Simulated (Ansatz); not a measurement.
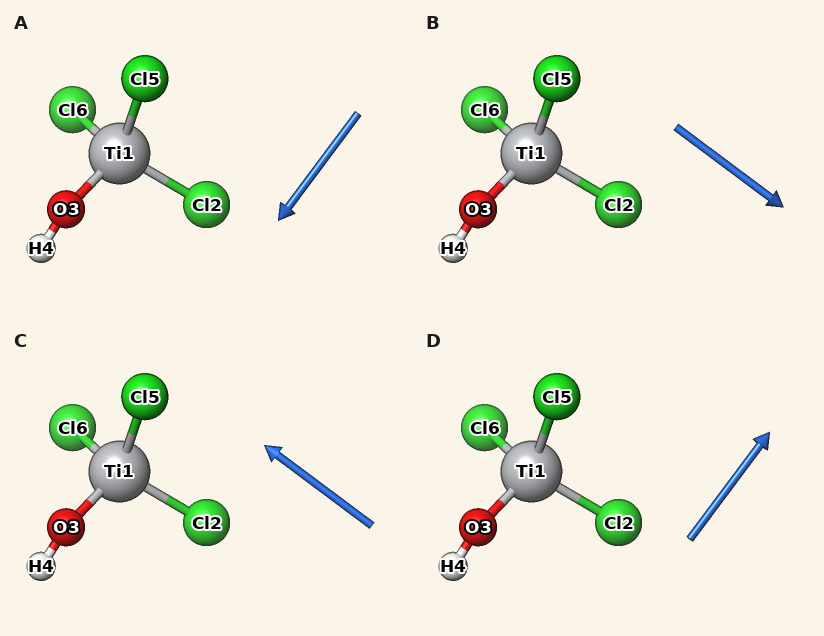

The same molecule four times, each with an arrow. The species is neutral and a spin singlet. The geometry was computed by an optimisation with PBE0-D4/def2-TZVP. Level of theory: RKS PBE0-D4/def2-TZVP (Ansatz 0.2.0).

Which arrow points along the dipole moment, from the negative to the positive end?

Answer. A. The dipole moment is 2.60 D; it points from the side of Cl5 to the side of H4 (the outermost atoms at the two ends).
